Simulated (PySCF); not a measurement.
C$_{3}$H$_{5}$FN$_{2}$Si

```xyz
12

N    -1.7399   -0.0622    2.1514
C    -1.5779   -0.2381    1.0349
C    -1.3458   -0.4209   -0.3856
F    -2.5360   -0.4137   -1.0748
C    -0.4479    0.7090   -0.8850
N     0.7575    0.8512   -0.6366
Si    1.9449    0.0156    0.2992
H    -0.8697   -1.3968   -0.5581
H    -0.9766    1.4303   -1.5086
H     1.5184   -1.2481    0.9144
H     2.9852   -0.2242   -0.6944
H     2.2889    0.9973    1.3173
```

Geometry: GFN2-xTB.

Method: PySCF, PBE0/pcSseg-1, SCF density, gas phase, non-relativistic.

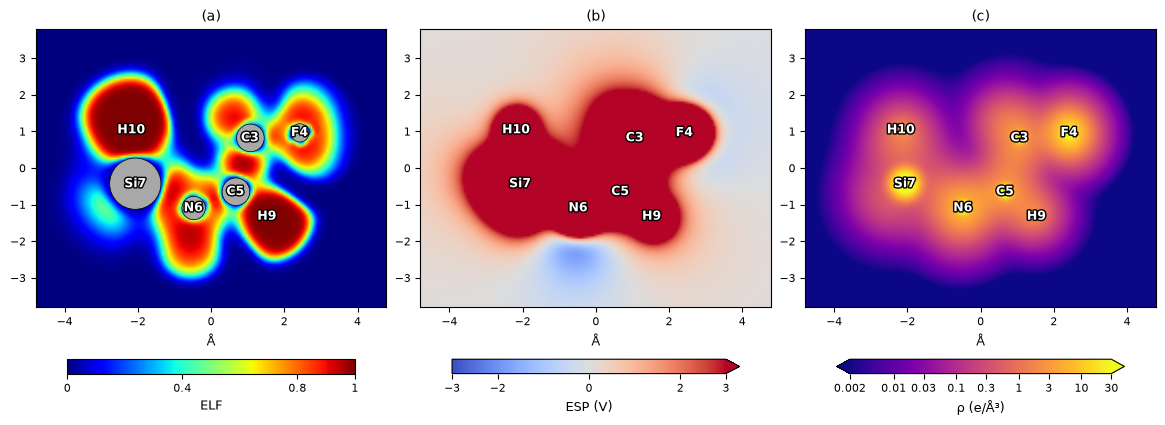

Figure 1. (a) ELF; (b) molecular electrostatic potential; (c) electron density on the plane of atoms N6, Si7 and H10. Grey discs cover the atomic cores in the ELF map.

Q: What does the map show?

A: Atoms in the plane: C, F, N, Si and H.
C–F (1.38 Å): ρ at the midpoint is about 2.1 e/Å³, with its minimum of 1.7 e/Å³ about 0.5 Å from C; the ELF peaks at about 0.85 between the atoms; a shared but strongly polarised pair.
Si–N (1.73 Å): ρ is about 1.1 e/Å³ halfway; the ELF peaks at about 0.90 between the atoms (a shared but strongly polarised pair).
C–H (1.09 Å): the density is about 2.1 e/Å³ at the midpoint; the ELF climbs to about 1 towards the hydrogen, as it does in any bond to H: a covalent bond by its length.
C–N (1.24 Å): the density is about 2.9 e/Å³ at the midpoint; the ELF peaks at about 0.90 between the atoms (a multiple bond).
C–C (1.53 Å): ρ is about 1.7 e/Å³ halfway; the ELF peaks at about 0.95 between the atoms (a shared electron pair).
The ELF also peaks beside N6 and F4, away from the bonds: lone-pair regions.
Outside the dense part of the molecule the potential is most negative (−1.8 V) near N6.

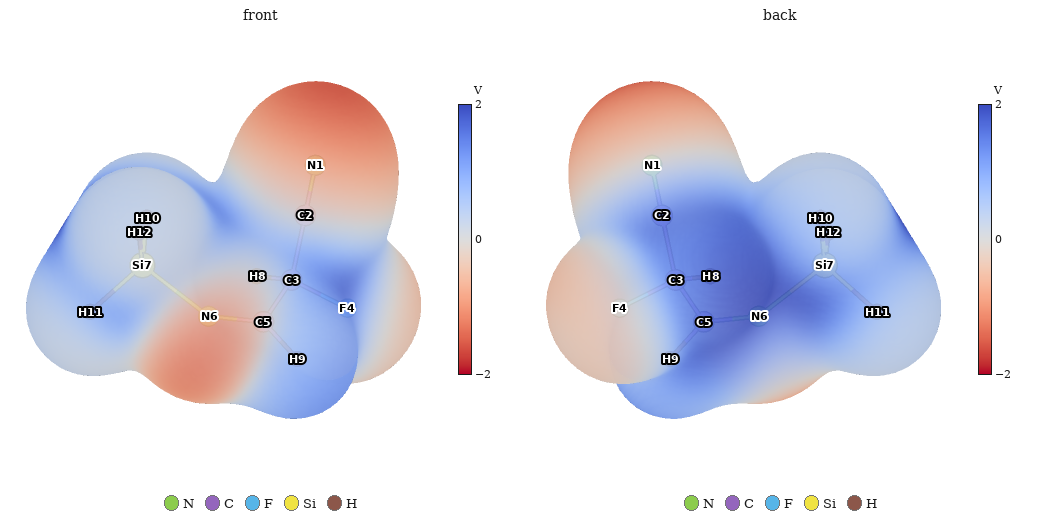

Figure 2. The molecular electrostatic potential painted on the density surface at 0.002 e/bohr³, seen from the front and from behind; red is negative and blue positive.

Q: Where is the surface potential most negative and most positive?

A: The most negative region (about −1.5 V, or −35 kcal/mol for a unit charge) lies over N1, the most positive (about +1.9 V, or +44 kcal/mol for a unit charge) over Si7 and H8. N1 is the likeliest acceptor of a hydrogen bond.

Q: What dipole moment does the calculation give?

A: Its dipole moment is 2.65 D.
